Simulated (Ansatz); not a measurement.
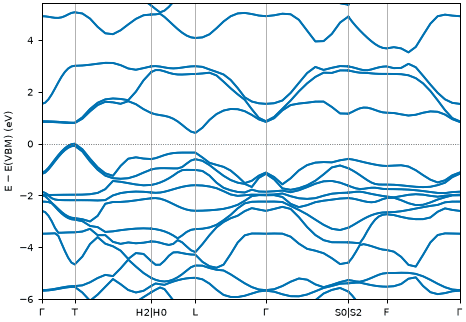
*Band structure from plane-wave PAW r²SCAN with spin–orbit coupling (Ansatz code)*

Task: Read off the gap and where the band edges lie.

Result: About 0.4 eV (0.42 eV by a search for the band edges); maximum at T, minimum at L.

The material is NbCuN2 in space group R-3m (No. 166; Nb on 3b, Cu on 3a, N on 6c).

The start of the workflow was typed in or built on a structure type; neither database checked (COD, Materials Project) lists it. Whether it is the stable phase at ambient conditions was not checked. Symmetry was held in the r²SCAN relaxation; whether a distortion lowers the energy is not shown. The workflow began spin-polarised and lost its moments.

Potentials: the later of the program's two PAW sets.
